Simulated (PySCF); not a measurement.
# C4H3F2Ga: electronic excitations

Aim: predict the electronic excitations of C4H3F2Ga (`C=CC#[C][Ga]([F])[F]`).

Programs: PySCF 2.14.0, with density-fitted response routines of our own. Each step states its level of theory. These are calculated values for one molecule in the gas phase, unless marked as measured. Atoms are numbered from 0 throughout.

### Step 1. The starting structure

10 atoms, charge 0, multiplicity 1; geometry from: GFN2-xTB.

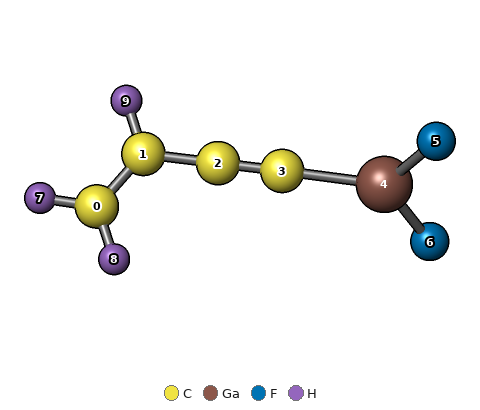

As it starts; carbon yellow, gallium brown, fluorine blue, hydrogen purple, atoms numbered; sticks join atoms by distance.

### Step 2. Ultraviolet spectrum: PBE0/def2-SVPD

What the job is given:

```
{"job": {"kind": "uv", "xc": "PBE0", "basis": "def2-SVPD", "nstates": 8, "ntriplets": 3}, "charge": 0, "multiplicity": 1}
C     -2.287891    -0.830057     0.260311
C     -1.561234    -0.257693    -0.693306
C     -0.203811     0.081867    -0.521708
C      0.962529     0.372774    -0.376661
Ga     2.827190     0.804497    -0.145074
F      3.419445     2.440230    -0.147626
F      4.018026    -0.442071     0.088811
H     -3.321682    -1.082311     0.099810
H     -1.869401    -1.063231     1.225066
H     -1.974288    -0.019351    -1.664992
```

With the program's defaults for keys left out, this is: TDDFT PBE0/def2-SVPD, vertical, gas phase, core orbitals frozen in the response.

Launch:

```
> OMP_NUM_THREADS=1 python probes_run.py task.json out
```

One launch serves the whole session: the jobs run in the order shown.

Predict these results of the whole session: lowest singlet (PBE0/def2-SVPD); brightest single state of those computed; lowest triplet.

**Answer**, as computed:

| quantity | value |
| --- | --- |
| lowest singlet (PBE0/def2-SVPD) | 4.74 eV (262 nm), f = 0.042 |
| brightest single state of those computed | state 6, 6.50 eV, f = 0.649 |
| lowest triplet | 3.30 eV |

What this shows: The first singlet state (HOMO→LUMO 0.61, HOMO→LUMO+1 0.30) lies at 4.74 eV and is weak; of the 8 states computed, the strongest absorption comes from state 6 at 6.50 eV. The lowest triplet lies 1.43 eV below the lowest singlet (triplets in Tamm-Dancoff, singlets in full TDDFT).
